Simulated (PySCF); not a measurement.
Vertical excitations of a molecule ClH5OSi2 from TDDFT-PBE/def2-SVPD in PySCF, as energy in eV (oscillator strength): 6.36 (0.000), 6.75 (0.000), 6.84 (0.009), 6.92 (0.000), 7.20 (0.003), 7.28 (0.066), 7.28 (0.005), 7.37 (0.058), 7.54 (0.014), 7.63 (0.010). Lowest triplet (TDA): 6.14 eV. Geometry: B3LYP-D3(BJ)/def2-SVP. One conformer was computed; it need not be the lowest.

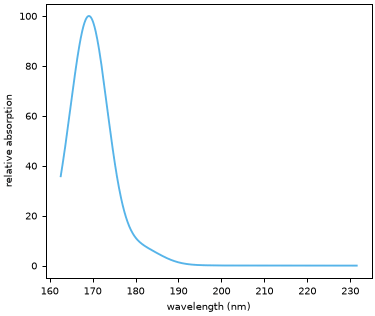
Fig. 1. The lines broadened by 0.4 eV.

Q: Pick the molecule that these values belong to.
A) O[Si@@H]([SiH3])Cl
B) O[SiH2][SiH2]Cl
C) [SiH3]O[SiH2]Cl

A: C, [SiH3]O[SiH2]Cl
